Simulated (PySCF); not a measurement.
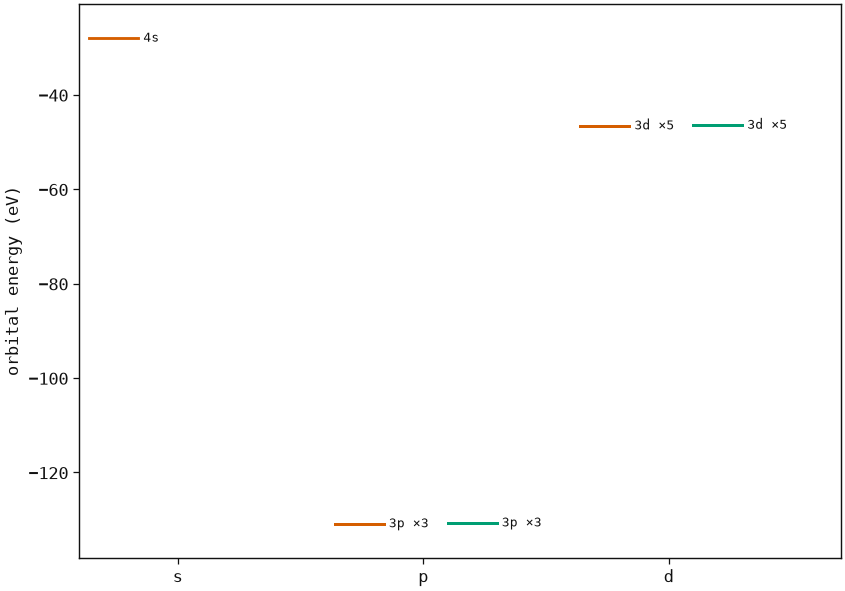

Orbital energies of the mean field, from the top down to −130.9 eV, by angular momentum, α spin at the left of each column and β at the right; ×n counts the orbitals under one label. The highest filled orbital is 4s α at −28.0 eV, the lowest empty one s β at −23.8 eV.

Run report: Ga²⁺, atomic calculation

System: Ga²⁺, configuration 1s2 2s2 2p6 3s2 3p6 3d10 4s1, multiplicity 2.
Method: unrestricted M06-2X, Sapporo-DKH3-DZP-2012, spin-free X2C-1e, Gaussian nucleus (PySCF).

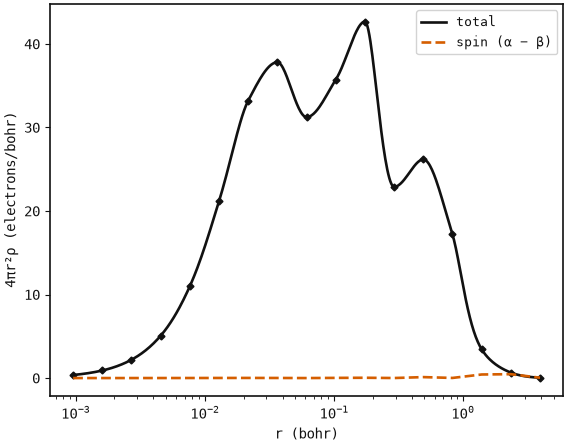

Spherically averaged radial density 4πr²ρ of the mean field and its spin part; markers are the stored points, which are sparse, and the line is a monotone interpolation between them. The largest stored value is 42.7 electrons/bohr at r = 0.17 bohr. Root-mean-square radii of the shells: 2p 0.211, 2s 0.236, 3s 0.702, 3p 0.737, 3d 0.895, 4s 2.26 bohr.

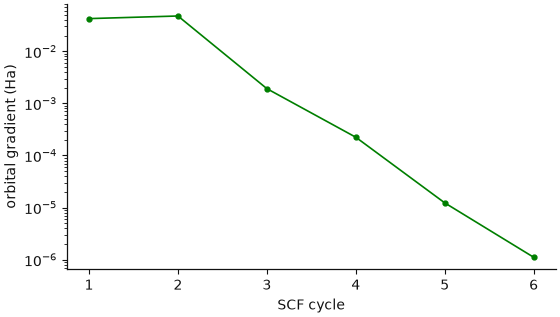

Convergence: orbital gradient against the SCF cycle. The residual falls almost steadily, with no more than small rises or pauses. It goes from 0.043 to 1.1×10⁻⁶ in 6 steps.

These pictures come from the run below.

## Input file
```python
from pyscf import gto, scf, dft, mp, cc
import basis_set_exchange as bse
mol = gto.M(atom="Ga 0 0 0", charge=2, spin=1, symmetry="D2h",
            basis=gto.basis.parse(bse.get_basis("Sapporo-DKH3-DZP-2012", elements=["Ga"], fmt="nwchem", header=False)),
            nucmod="G")
mf = dft.UKS(mol, xc="M062X").sfx2c1e()
mf.irrep_nelec = {'Ag': (6, 5), 'B1g': (1, 1), 'B2g': (1, 1), 'B3g': (1, 1), 'B1u': (2, 2), 'B2u': (2, 2), 'B3u': (2, 2)}
mf.kernel()
```

The script is an equivalent of what the driver set up; the driver started from orbitals of its own, so the log can be shorter than this script's would be, and it computed the properties (radii, ⟨L²⟩, response) afterwards. It held the occupations shell by shell, which the script's counts by irreducible representation don't always enforce.

The run was one of a batch that the task file lists, launched with:
```bash
OMP_NUM_THREADS=1 python <driver script> TASK.json OUT
```

## The program's output (extracts)
```
damping factor = 0
level_shift factor = 0
DIIS = <class 'pyscf.scf.diis.CDIIS'>
diis_start_cycle = 1
diis_space = 10
diis_damp = 0
SCF conv_tol = 1e-09
SCF conv_tol_grad = None
number electrons alpha = 15  beta = 14
XC functionals = M062X
    Y. Zhao and D. G. Truhlar.,  Theor. Chem. Acc. 120, 215 (2008)
    Y. Zhao and D. G. Truhlar.,  Theor. Chem. Acc. 120, 215 (2008)
cycle= 1 E= -1942.88115249965  delta_E= -0.00438  |g|= 0.0425  |ddm|= 0.0821
cycle= 2 E= -1942.88113392187  delta_E= 1.86e-05  |g|= 0.0477  |ddm|= 0.0248
cycle= 3 E= -1942.88139050948  delta_E= -0.000257  |g|= 0.00192  |ddm|= 0.0109
cycle= 4 E= -1942.88139151081  delta_E= -1e-06  |g|= 0.000224  |ddm|= 0.00167
cycle= 5 E= -1942.88139152617  delta_E= -1.54e-08  |g|= 1.23e-05  |ddm|= 0.000127
cycle= 6 E= -1942.88139152622  delta_E= -5.53e-11  |g|= 1.11e-06  |ddm|= 2.39e-05
converged SCF energy = -1942.88139152622  <S^2> = 0.75025676  2S+1 = 2.0002567
```

## Results in brief

```
      quantity                                                                 value
       outcome                                                             converged
  total energy                                                    −1942.8814 hartree
          ⟨S²⟩                                                                 0.750
SCF iterations                                                                     6
      hardware  1 thread of Arm Neoverse N1, 15 GiB of memory available, shared host
     wall time                                                                 1.5 s
```
